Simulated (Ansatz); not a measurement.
```xyz
9

C    -1.0997   -0.8419    1.8716
B    -1.8665    0.4209    2.2575
O    -2.4715    1.4257    2.5395
Si   -0.6622   -0.9187    0.0267
H    -1.7067   -1.7248    2.1325
H    -0.1699   -0.8928    2.4624
H     0.0773   -2.1869   -0.2439
H    -1.9107   -0.8890   -0.7887
H     0.1985    0.2443   -0.3356
```

Geometry: PBE0-D3(BJ)/def2-SVP.

Theory: isolated molecule in a Gaussian basis; Kohn-Sham density functional theory, functional PBE0 in Ansatz.

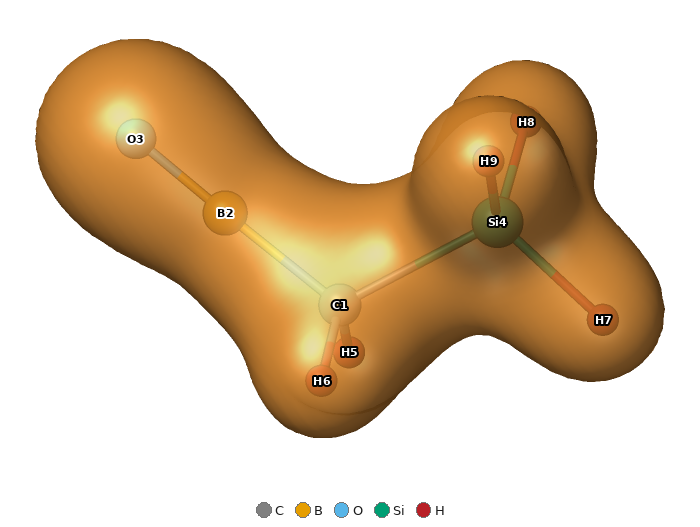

CH5BOSi. Isosurface of the electron density at 0.2 e/Å³ (orange), seen at a tilt.

Q: What does this surface tell about the bonding?

A: At this value the surface is in one piece. It bridges the sampled B–O (1.21 Å), C–B (1.53 Å), C–Si (1.90 Å) and C–H (1.10 Å) contacts, where the density stays above the isovalue. On the grid the lowest density along these lines, outside the cores, is 2.5 e/Å³ (B–O, 1.21 Å), 1.3 e/Å³ (C–B, 1.53 Å), 0.76 e/Å³ (C–Si, 1.90 Å) and 1.8 e/Å³ (C–H, 1.10 Å).
